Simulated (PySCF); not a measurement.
**C3H4F2O2Si: density, localisation and related maps**

Input file:

```
{"job": {"kind": "uv", "xc": "CAM-B3LYP", "basis": "def2-SVPD", "nstates": 8, "ntriplets": 3}, "charge": 0, "multiplicity": 1}
F      3.014819     0.983019    -0.473391
C      2.267756    -0.128773    -0.310765
C      0.953589    -0.056413    -0.122767
O      0.222878    -1.183975     0.060309
C     -1.181164    -0.948116     0.182599
Si    -1.318761     0.955230     0.231329
F     -2.162273     1.541884    -0.995540
O      0.272895     1.111718    -0.089421
H      2.824139    -1.047263    -0.349448
H     -1.682294    -1.400556    -0.679359
H     -1.519942    -1.468312     1.079404
H     -1.690444     1.640871     1.441024
```

Run with:

```sh
OMP_NUM_THREADS=1 python probes_run.py task.json out
```

Geometry: GFN2-xTB.

The calculation used CAM-B3LYP/def2-SVPD, SCF density, gas phase (PySCF 2.14.0).

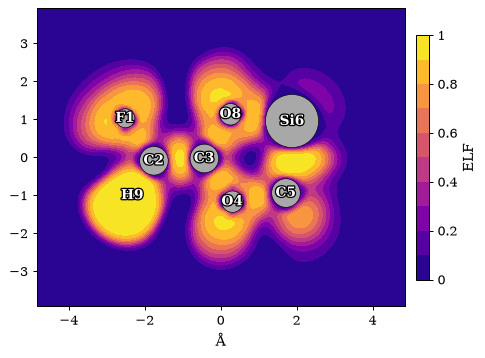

Figure 1. Electron localisation function on the plane of atoms C2, C3 and O4. Grey discs cover the atomic cores.

**Read the bonding off the picture.**

- The plane passes through F, C, O, Si and H nuclei.
- C–C (1.33 Å): the ELF peaks at about 0.95 between the atoms (a short, multiple covalent bond).
- C–F (1.35 Å): the ELF peaks at about 0.85 between the atoms, as expected for a shared but strongly polarised pair.
- C–O (1.35 Å): the ELF peaks at about 0.90 between the atoms, as expected for a polar covalent bond.
- Si–O (1.63 Å): the ELF peaks at about 0.90 between the atoms; a shared but strongly polarised pair.
- C–Si (1.91 Å): the ELF peaks at about 1 between the atoms: a shared electron pair.
- The ELF also peaks beside O4, F1 and O8, away from the bonds: lone-pair regions.

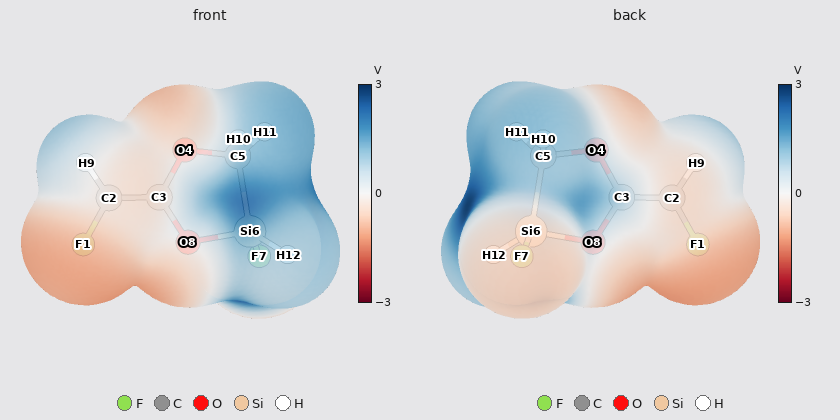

Figure 2. The electrostatic potential painted on the density surface at 0.002 e/bohr³, seen from the front and from behind; red is negative and blue positive.

**Describe the electrostatic potential map.**

The most negative region (about −1.2 V, or −28 kcal/mol for a unit charge) lies over F1, the most positive (about +2.7 V, or +62 kcal/mol for a unit charge) over Si6.
